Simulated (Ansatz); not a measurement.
# singlet CClF at 6 levels

Aim: a comparison of 6 runs (HF/STO-3G, BLYP/STO-3G, SVWN5/STO-3G, CCSDT/STO-3G, CCSDTQ/STO-3G, CCSD(T)/STO-3G) of singlet CClF. 

The results are computed with Ansatz 0.2.0.

55 further runs of the same task are left out: 10 that didn't finish, 45 set aside as unsound or not needed.

**1. Starting point**

CClF: 3 atoms, total charge 0, spin state singlet. SMILES of the parent species: `F[C]Cl`. The shape is that of a GFN2-xTB optimisation. That shape belongs to the parent species and isn't relaxed for this state.

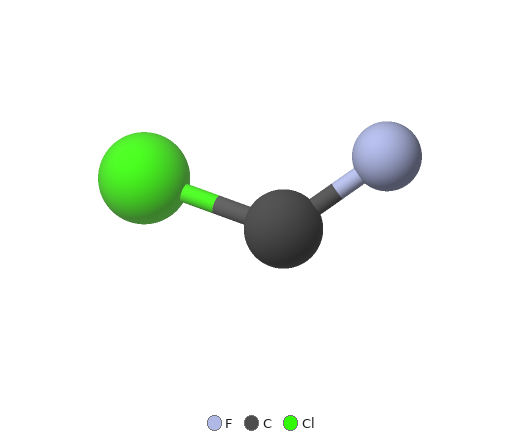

Viewed from a chosen angle; fluorine light blue, carbon dark grey, chlorine green.

**2. The energy at HF/STO-3G (run 1)**

File input.yaml:

```yaml
crystal:
  periodic: [false, false, false]
  atoms:
    - {symbol: F, position_ang: [-0.998630, 0.639490, -0.473520]}
    - {symbol: C, position_ang: [-0.216580, -0.392190, -0.160770]}
    - {symbol: Cl, position_ang: [1.215200, -0.247300, 0.634290]}
basis:
  gaussian: {orbitals: STO-3G}
hamiltonian: {xc: hf}
accuracy: high
```

The run is started by

```bash
ansatz run input.yaml --threads 1 --pin off --max-ram 2610MiB --events-out events.jsonl --progress --plain --runs-dir runs
```

Log:

```text
Warning: RAYON_NUM_THREADS=1 ignored (pool sized by the plan → 1); use --threads N
Functional definition: HF
  name "HF"
  exchange = exact_x
  correlation = 0
326 factors; integrals over basis functions are off by at most 4.3e-8 eV
mean field evaluation 1: about -16049.4447 eV, gradient 2.1e1 eV
mean field evaluation 2: about -16049.5402 eV, gradient 2.1e1 eV
mean field evaluation 4: about -16051.3993 eV, gradient 1.9e0 eV
mean field evaluation 8: about -16051.4428 eV, gradient 4.2e-2 eV
mean field -16051.44277996 eV, -589.8796421047 hartree, gradient 9.7e-9 eV, S^2 0.000000; 0 other end points of the search recorded, 0 dependent functions left out
reference -16051.44277996 eV, -589.8796421047 hartree; 16, 16 occupied and 3, 3 virtual orbitals, 326 factors
Total energy: -16051.44277996 eV, -589.8796421047 hartree
```

It took 0.1 s on 1 thread of Intel Xeon Platinum 8488C (Sapphire Rapids), shared host.

**3. The energy at BLYP/STO-3G (run 2)**

File molecule.yaml:

```yaml
crystal:
  periodic: [false, false, false]
  atoms:
    - {symbol: F, position_ang: [-0.998630, 0.639490, -0.473520]}
    - {symbol: C, position_ang: [-0.216580, -0.392190, -0.160770]}
    - {symbol: Cl, position_ang: [1.215200, -0.247300, 0.634290]}
basis:
  gaussian: {orbitals: STO-3G}
hamiltonian: {xc: {name: BLYP}}
accuracy: high
```

The run is started by

```bash
ansatz run molecule.yaml --threads 1 --pin off --max-ram 2610MiB --events-out events.jsonl --progress --plain --runs-dir runs
```

Log:

```text
Warning: RAYON_NUM_THREADS=1 ignored (pool sized by the plan → 1); use --threads N
Functional definition: BLYP
  name "BLYP"
  parameter beta = 0.0042
  parameter a = 0.04918
  parameter b = 0.132
  parameter c = 0.2533
  parameter d = 0.349
  exchange = b88_x(beta = beta)
  correlation = lyp_c(a = a, b = b, c = c, d = d)
326 factors; integrals over basis functions are off by at most 4.3e-8 eV
mean field evaluation 1: about -16080.4291 eV, gradient 1.6e1 eV
mean field evaluation 2: about -16078.0856 eV, gradient 2.9e1 eV
mean field evaluation 4: about -16081.5040 eV, gradient 1.3e0 eV
mean field evaluation 8: about -16081.4756 eV, gradient 4.9e-3 eV
mean field evaluation 16: about -16081.4756 eV, gradient 6.9e-9 eV
mean field -16081.47557875 eV, -590.9833271036 hartree, gradient 2.8e-8 eV, S^2 0.000000; 0 other end points of the search recorded, 0 dependent functions left out
reference -16081.47560489 eV, -590.9833280641 hartree; 16, 16 occupied and 3, 3 virtual orbitals, 326 factors
Total energy: -16081.47560489 eV, -590.9833280641 hartree
```

It took 0.54 s on 1 thread of Intel Xeon Platinum 8488C (Sapphire Rapids), shared host.

Run 3 isn't shown in full; the table further down has it.

**4. A single-point energy at CCSDT/STO-3G (run 4)**

File run.yaml:

```yaml
crystal:
  periodic: [false, false, false]
  atoms:
    - {symbol: F, position_ang: [-0.998630, 0.639490, -0.473520]}
    - {symbol: C, position_ang: [-0.216580, -0.392190, -0.160770]}
    - {symbol: Cl, position_ang: [1.215200, -0.247300, 0.634290]}
basis:
  gaussian: {orbitals: STO-3G}
magnetization: {spin_polarized: false}
correlation: {method: ccsdt, frozen_orbitals: {C: 1, Cl: 5, F: 1}}
accuracy: high
scf: {omitted_lower_state_checks: [cluster_reference, increment]}
```

The run is started by

```bash
ansatz run run.yaml --threads 1 --pin off --max-ram 2610MiB --events-out events.jsonl --progress --plain --runs-dir runs
```

Log:

```text
Warning: RAYON_NUM_THREADS=1 ignored (pool sized by the plan → 1); use --threads N
[... 11 lines left out ...]
7 core orbitals not correlated: weight in the atoms' cores, before any rotation towards them, 1.000 or more for the frozen orbitals, at most 0.000 for the correlated occupied ones
[... 29 lines left out ...]
Total energy: -16054.31899628 eV, -589.9853411050 hartree
Checks for a lower state left out: cluster_reference, increment
```

Run time: 0.34 s. Hardware: 1 thread of Intel Xeon Platinum 8488C (Sapphire Rapids), shared host.

Run 5 isn't shown in full; the table further down has it.

**5. The energy at CCSD(T)/STO-3G (run 6)**

Changes to molecule.yaml since step 3:

```diff
@@ -8,3 +8,4 @@
   gaussian: {orbitals: STO-3G}
-hamiltonian: {xc: {name: BLYP}}
+scf: {omitted_lower_state_checks: [cluster_reference, increment]}
 accuracy: high
+correlation: {method: ccsd_t, frozen_orbitals: {C: 1, Cl: 5, F: 1}}
```

The run is started by

```bash
ansatz run molecule.yaml --threads 1 --pin off --max-ram 2610MiB --events-out events.jsonl --progress --plain --runs-dir runs
```

Log:

```text
Warning: RAYON_NUM_THREADS=1 ignored (pool sized by the plan → 1); use --threads N
[... 11 lines left out ...]
7 core orbitals not correlated: weight in the atoms' cores, before any rotation towards them, 1.000 or more for the frozen orbitals, at most 0.000 for the correlated occupied ones
[... 25 lines left out ...]
Total energy: -16054.28867057 eV, -589.9842266559 hartree
Checks for a lower state left out: cluster_reference, increment
```

Wall time 0.18 s (1 thread of Intel Xeon Platinum 8488C (Sapphire Rapids), shared host).

**6. Overview of the runs**

```
run           level  frozen core orbitals  energy (Eh)  wall time
  1       HF/STO-3G                     –  -589.879642      0.1 s
  2     BLYP/STO-3G                     –  -590.983328     0.54 s
  3    SVWN5/STO-3G                     –  -588.549438     0.34 s
  4    CCSDT/STO-3G                     7  -589.985341     0.34 s
  5   CCSDTQ/STO-3G                     7  -589.985496       13 s
  6  CCSD(T)/STO-3G                     7  -589.984227     0.18 s
```

**7. What came out**

```
                                          quantity          value
                               run 6: total energy  -589.98423 Eh
run 6: correlation energy (7 core orbitals frozen)     -104.6 mEh
                             run 6: (T) correction      -6.59 mEh
                              run 6: T1 diagnostic          0.021
```

**Reading.** Below the HF energy at the same shape and in the same basis (STO-3G): CCSDT -105.7 mEh; CCSDTQ -105.9 mEh; CCSD(T) -104.6 mEh. Totals of different functionals can't be ranked against each other. In runs 4, 5, 6 the log says that unrestricted orbitals would lower the reference, so the values rest on an unstable closed-shell determinant (other closed-shell runs at this shape may share the fault). In runs 1, 2, 3, 4, 5, 6 the basis is minimal, so the values are rough. All runs together took 14 s, the longest 13 s.
